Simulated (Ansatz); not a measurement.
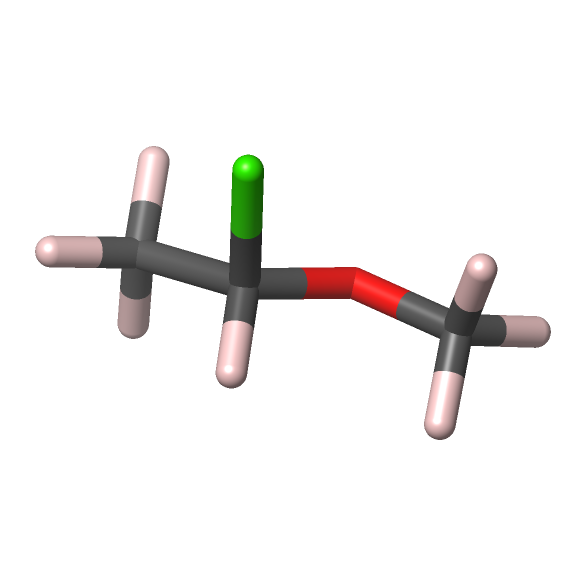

Colours: carbon dark grey, oxygen red, chlorine green, hydrogen pink.

Describe the molecule.

It has 12 atoms: 3 carbon, 7 hydrogen, 1 chlorine and 1 oxygen (C₃H₇ClO). SMILES: `CO[C@H](C)Cl`. It has no ring. Among its groups: ether, C–Cl bond. This geometry has C1 symmetry. Coordination: 3 C tetrahedral; 1 O bent.

More results for the same structure follow; atom numbers are the same in all pictures, views and colours differ. Computed geometry: PBE0-D4/def2-TZVP optimisation.

## Geometry

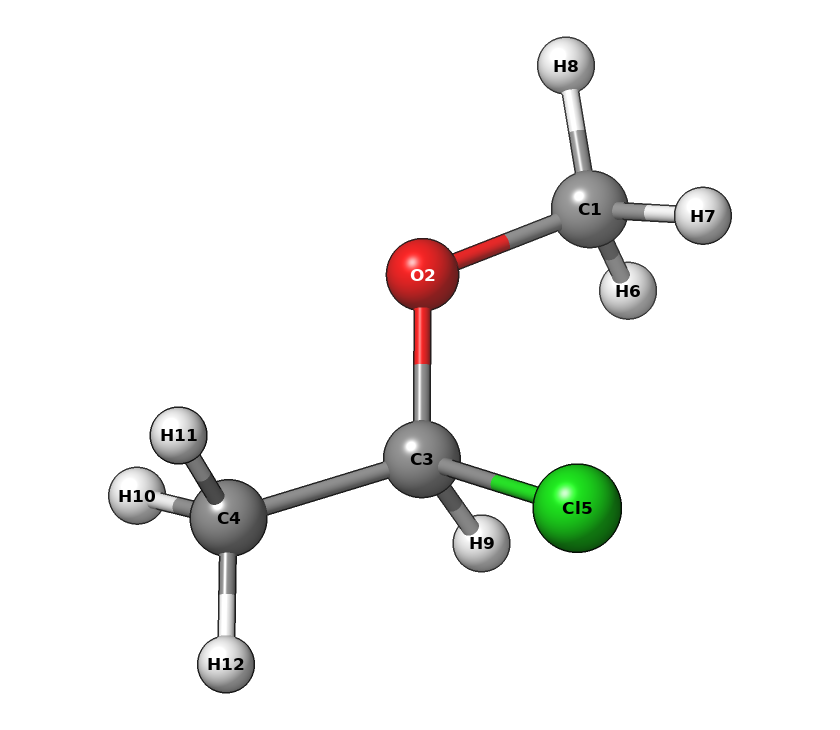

The atoms are numbered.

Estimate the angles O2–C1–H6, O2–C1–H7, O2–C1–H8, C1–O2–C3, O2–C3–C4, O2–C3–Cl5, O2–C3–H9, C4–C3–Cl5, C4–C3–H9, Cl5–C3–H9, C3–C4–H10, C3–C4–H11, C3–C4–H12.

| angle | degrees |
| --- | --- |
| O2–C1–H6 | 110.9 |
| O2–C1–H7 | 110.9 |
| O2–C1–H8 | 106.8 |
| C1–O2–C3 | 114.8 |
| O2–C3–C4 | 109.5 |
| O2–C3–Cl5 | 111.2 |
| O2–C3–H9 | 111.5 |
| C4–C3–Cl5 | 108.9 |
| C4–C3–H9 | 112.7 |
| Cl5–C3–H9 | 102.7 |
| C3–C4–H10 | 109.1 |
| C3–C4–H11 | 109.8 |
| C3–C4–H12 | 110.5 |

## Levels of theory compared

Program: Ansatz 0.2.0.

At this fixed geometry, give dipole (D) at these levels: B3LYP-D4/def2-TZVPP; PBE-D4/def2-TZVPP; PBE0-D4/def2-TZVP; r2SCAN-D4/def2-TZVPP; ωB97M-V/def2-TZVPP.

| level | dipole (D) |
| --- | --- |
| B3LYP-D4/def2-TZVPP | 1.97 |
| PBE-D4/def2-TZVPP | 1.94 |
| PBE0-D4/def2-TZVP | 2.00 |
| r2SCAN-D4/def2-TZVPP | 2.03 |
| ωB97M-V/def2-TZVPP | 1.96 |

## Thermal motion

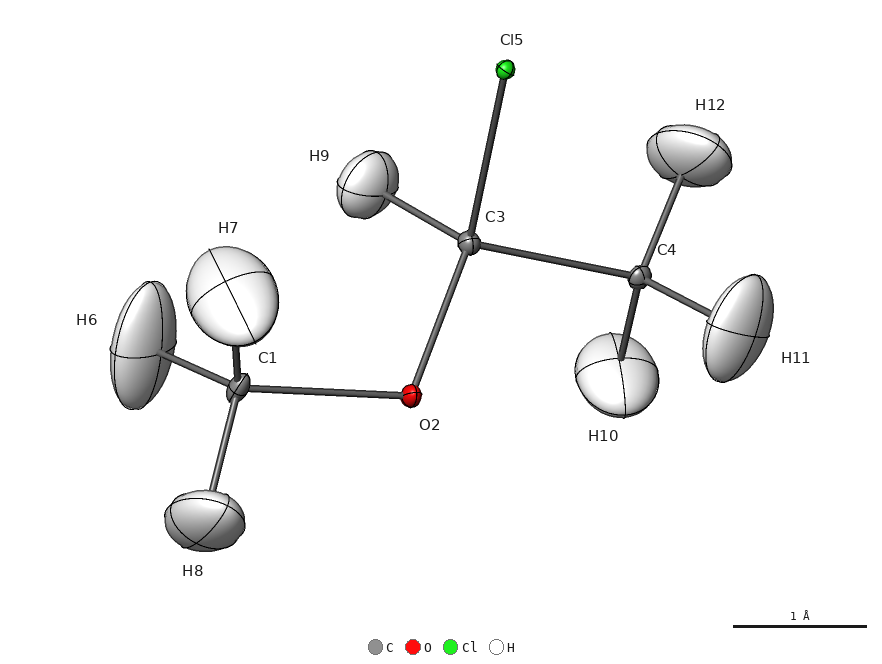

Displacement ellipsoids at the 50 % level, enlarged 1.5 times, from the internal vibrations of the free molecule (harmonic, no overall translation or rotation; no half-axis is drawn under 0.075 Å). Vibrations computed with RKS PBE0-D4/def2-TZVP (Ansatz 0.2.0). Temperature: 0 K (zero-point motion alone).

Give the displacement parameters, one line for each set of equivalent atoms.

| atom | U_eq (Å²) | rms amplitudes (Å) |
| --- | --- | --- |
| C1 | 0.0021 | 0.032, 0.040, 0.059 |
| O2 | 0.0016 | 0.030, 0.037, 0.051 |
| C3 | 0.0016 | 0.037, 0.040, 0.043 |
| C4 | 0.0016 | 0.032, 0.041, 0.044 |
| Cl5 | 0.00054 | 0.011, 0.023, 0.031 |
| H6 | 0.0249 | 0.079, 0.135, 0.225 |
| H7 | 0.0246 | 0.083, 0.145, 0.214 |
| H8 | 0.0209 | 0.084, 0.123, 0.201 |
| H9 | 0.0118 | 0.082, 0.117, 0.122 |
| H10 | 0.0185 | 0.082, 0.135, 0.175 |
| H11 | 0.0196 | 0.077, 0.136, 0.185 |
| H12 | 0.0188 | 0.079, 0.133, 0.180 |

## Vibrations

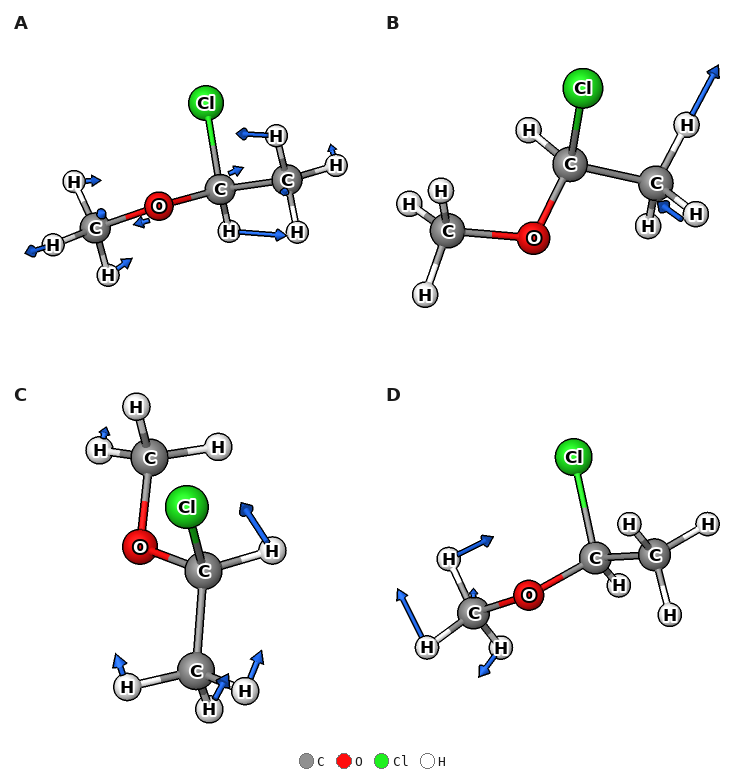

4 normal modes of one molecule or complex, as arrows. Harmonic vibrations computed with RKS PBE0-D4/def2-TZVP (Ansatz 0.2.0) at a stationary point of the same level.

Match the panels to the wavenumbers 191 cm⁻¹, 1198 cm⁻¹, 1378 cm⁻¹, 3170 cm⁻¹.

A: 1198 cm⁻¹
B: 3170 cm⁻¹, out-of-phase stretching of 2 C–H bonds
C: 1378 cm⁻¹, angle bending
D: 191 cm⁻¹, a torsion or out-of-plane motion in which bond lengths and bond angles hardly change

## Charges

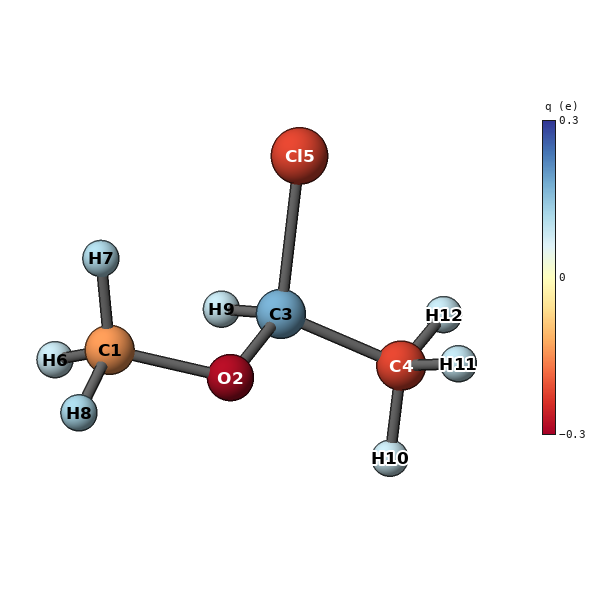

Atoms are coloured by their Mulliken charges. Properties computed with RKS B3LYP-D4/def2-TZVPP (Ansatz 0.2.0).

Which atom carries the highest charge (most positive or least negative)?

C3 (0.17 e).

And the lowest?

O2 (−0.28 e).

List the Mulliken charges.

| atom | value (e) |
| --- | --- |
| C1 | −0.14 |
| O2 | −0.28 |
| C3 | 0.17 |
| C4 | −0.22 |
| Cl5 | −0.22 |
| H6 | 0.09 |
| H7 | 0.11 |
| H8 | 0.12 |
| H9 | 0.09 |
| H10 | 0.09 |
| H11 | 0.09 |
| H12 | 0.09 |

Mulliken values depend strongly on the basis set and can even reverse the polarity of a bond.
